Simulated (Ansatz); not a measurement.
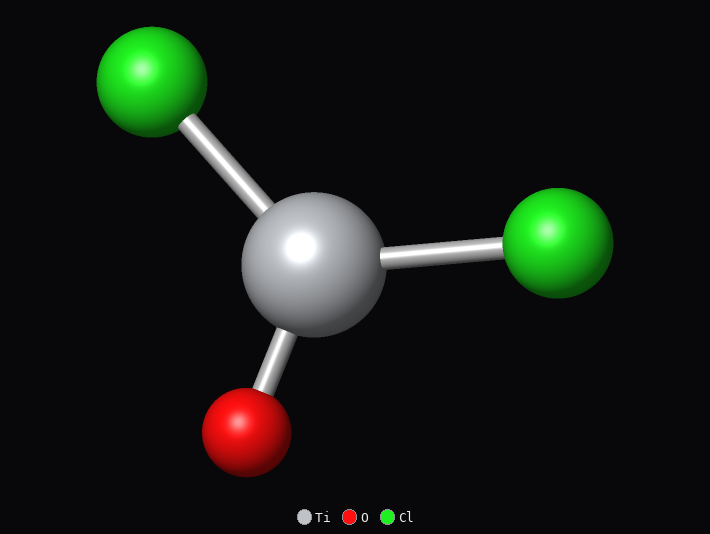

The species is neutral and a spin singlet. Computed geometry: PBE0-D4/def2-TZVP optimisation.

**Describe the coordination sphere.**

Ti binds 3 atoms: 1 O at 1.58 Å, 2 Cl at 2.22 Å. The arrangement is trigonal planar.

**What are the formal oxidation state of the metal and its number of d electrons?**

Ti(IV), d⁰, counting the ligands as closed-shell ions or neutral donors.
